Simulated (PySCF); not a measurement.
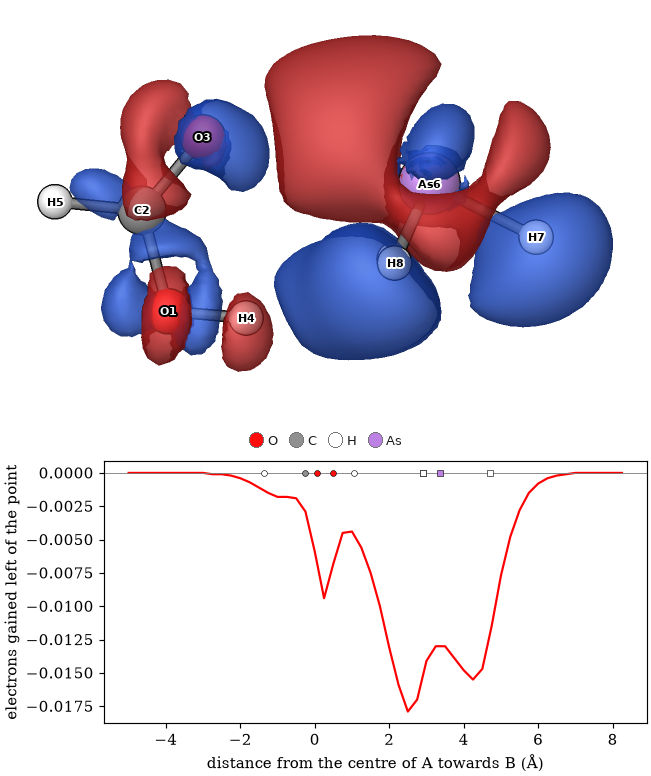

*CH₅AsO₂, SMILES `OC=O.[AsH3]`. Density of the complex less the densities of the two fragments at the same geometry, ±0.002 e/Å³ (blue: gain, red: loss). Fragment A: H2CO2 (atoms 1–5); fragment B: AsH3. Below: the charge-displacement curve along the line of centres (A on the left).*

Method: r2SCAN/def2-TZVP; geometry: GFN2-xTB; program: PySCF. GFN2-xTB bond lengths at metals and heavier atoms can be off by up to 0.1 Å and shapes distorted, which carries into these values.

Geometry (Å), atoms numbered from 1:

```
O1      -2.1836    1.0273    0.0005
C2      -2.3122   -0.2795   -0.0015
O3      -1.4109   -1.0659    0.0017
H4      -1.2342    1.2648    0.0050
H5      -3.3766   -0.5622   -0.0065
As6      1.3112   -0.0385   -0.0017
H7       2.5304    0.8409    0.0199
H8       0.7243    0.8786   -1.0407
H9       0.7179    0.8342    1.0702
```

Which way does charge flow?

Hirshfeld charges show 0.006 e passing from A to B. By Hirshfeld charges, electrons gather most on H7 (−0.017 e) and leave As6 most (+0.039 e); 0.09 e is displaced in all, which induces a dipole of 0.69 D.

What is the interaction energy, and which contacts carry it?

The counterpoise-corrected interaction energy of the frozen fragments is +0.1 kcal/mol without dispersion correction and −0.4 kcal/mol with D3(BJ). The pair geometry is semi-empirical, not a minimum at this level. Contacts: O3···As6, 2.91 Å, ρ = 0.016 a.u.; H4···As6, hydrogen bond, 2.86 Å, ρ = 0.009 a.u., a bond path close to vanishing (ellipticity 3.5). The pose is a local one from a semi-empirical search, not shown to be the most stable.
